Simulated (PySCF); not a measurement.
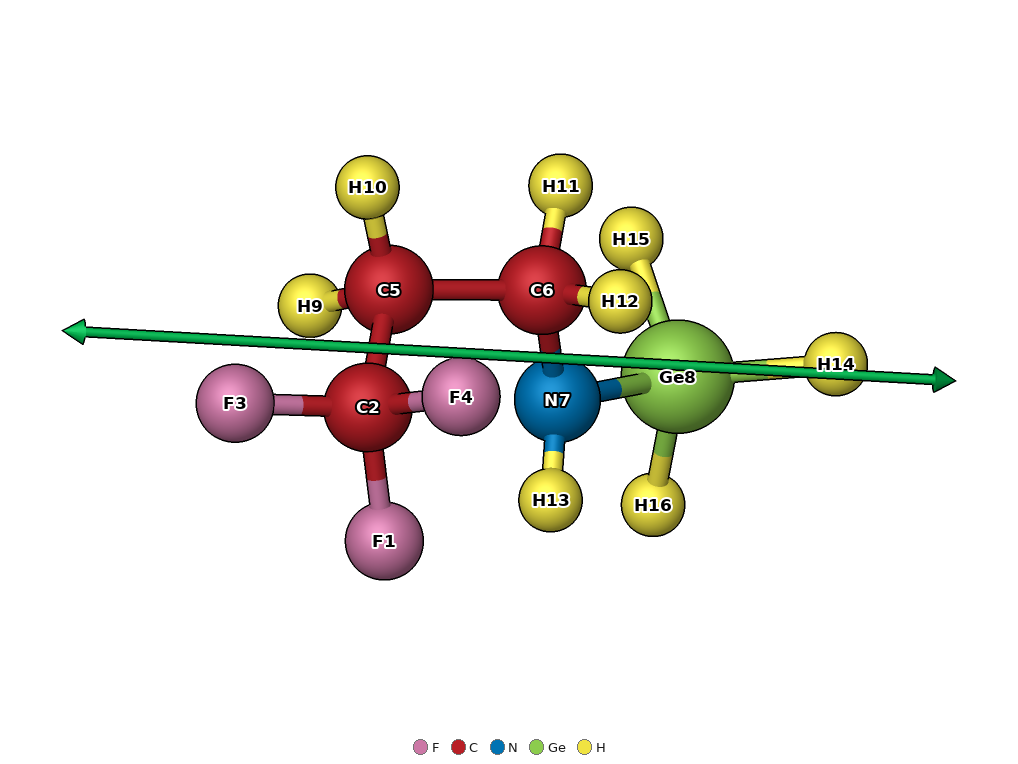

The double arrow shows the direction of the transition dipole to excited singlet state 2 (its length means nothing). The computed structure is the end point of a GFN2-xTB optimisation. No frequency run is at hand to confirm it as a minimum. Properties computed with TDDFT PBE0/def2-SVPD, vertical, gas phase, core orbitals frozen in the response (PySCF 2.14.0).

Question: Give its energy, strength and character.

Answer: 6.46 eV (192 nm), oscillator strength 0.032, mainly HOMO → LUMO+1 (weight 0.96); transition dipole 1.14 D.

The geometry is semi-empirical. Around Ge such bond lengths and angles can be off by a tenth of an ångström or more and by several degrees, and values that hang on the shape move with them.
